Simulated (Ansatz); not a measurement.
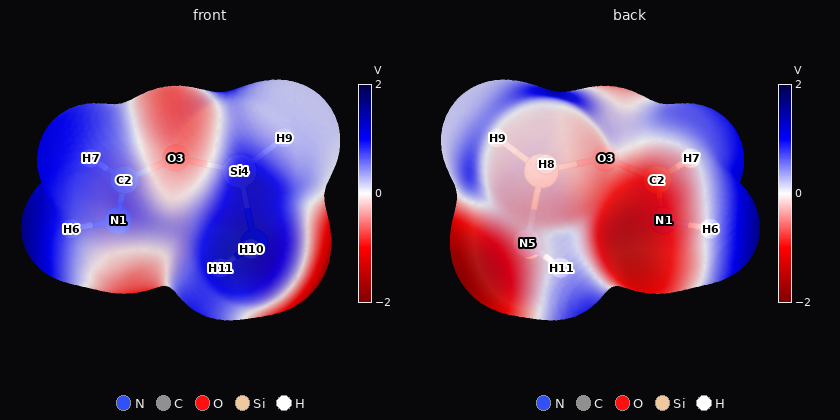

CH6N2OSi. The molecular electrostatic potential painted on the density surface at 0.002 e/bohr³, seen from the front and from behind; the colour scale runs from red (negative) to blue (positive).

Method: SCF PBE, Gaussian basis (Ansatz 0.2.0).

```xyz
11

N    -1.5985    0.7898    0.0952
C    -0.5235    1.4153    0.2757
O     0.6461    0.8732    0.0065
Si    1.0292   -0.5725   -0.7061
N     0.4037   -1.7923    0.3394
H    -2.4079    1.4820    0.3587
H    -0.3889    2.4365    0.6923
H     0.2954   -0.6903   -2.0046
H     2.4142   -0.7666   -0.8179
H     0.8052   -1.6109    1.2965
H    -0.6097   -1.6213    0.4848
```

### Where is the surface potential most negative and most positive?

The most negative region (about −1.8 V) lies over N5, the most positive (about +1.6 V) over H6. N5 is the likeliest acceptor of a hydrogen bond.
